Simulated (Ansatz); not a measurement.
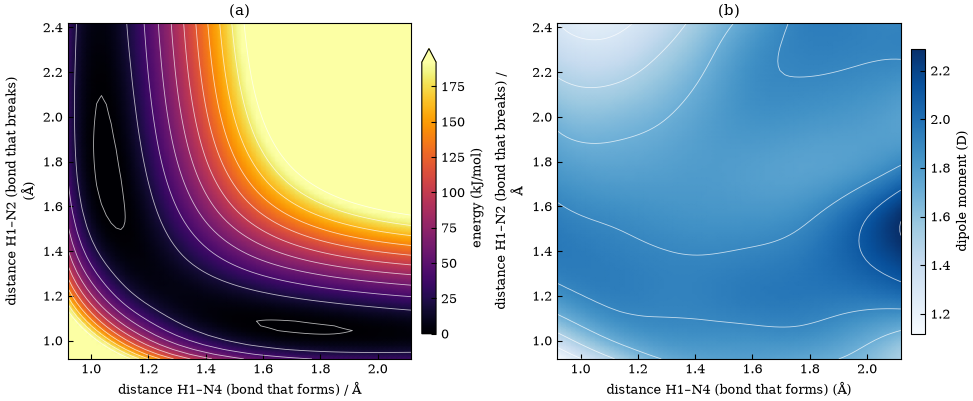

The reacting system H₇N₂Si (fragments H₅NSi + H₂N where the first distance is long, H₃N + H₄NSi where the second is long), spin multiplicity 2. Coordinates scanned: (1) distance H1–N4 (bond that forms); (2) distance H1–N2 (bond that breaks). Relaxed at each point: all other coordinates. The scan uses a 9 × 9 grid. Points are written as (first, second). Energies: kJ/mol, counted from the lowest grid point. All numbers below come from UKS PBE-D4/def2-SVP (Ansatz 0.2.0).

Panel (a) is the energy; panel (b) is the computed dipole moment, in D.

The picture shows a smooth colour map with a few white contour lines, one colour for all values above the top of the scale. Between grid points the surface is interpolated.

How does the dipole moment vary over the map, and what is it at the lowest grid point?

Answer. Leaving out the highest fifth of the energies, it runs from 1.24 D at (1.007 Å, 2.418 Å) to 2.29 D at (2.118 Å, 1.549 Å). At the lowest grid point, (1.756 Å, 1.029 Å), it is 1.87 D.
